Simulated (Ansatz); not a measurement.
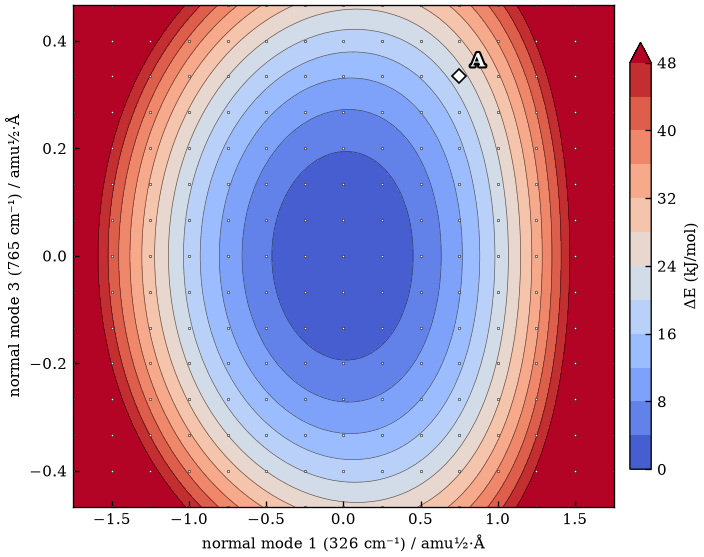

F2HSi, SMILES F[SiH+]F, charge +1. Coordinates scanned: (1) normal mode 1 (326 cm⁻¹); (2) normal mode 3 (765 cm⁻¹). Nothing is relaxed (straight displacements along the two mass-weighted modes). Grid: 15 × 15 points; 120 points were computed and 105 follow by symmetry. Points are written as (first, second). Energies: kJ/mol, counted from the lowest grid point. Level of theory: RKS PBE0-D4/def2-TZVP in Ansatz.

Drawn: filled contours, dots at the grid points, one colour for all values above the top of the scale, the point A. Between grid points the surface is interpolated.

**Which way does the force act at A, and how strong is it?**

A, at (0.75 amu½·Å, 0.334 amu½·Å), is not a stationary point. The computed force is 30 kJ/mol for each amu½·Å towards smaller values of normal mode 1 (326 cm⁻¹) and 69 kJ/mol for each amu½·Å towards smaller values of normal mode 3 (765 cm⁻¹).
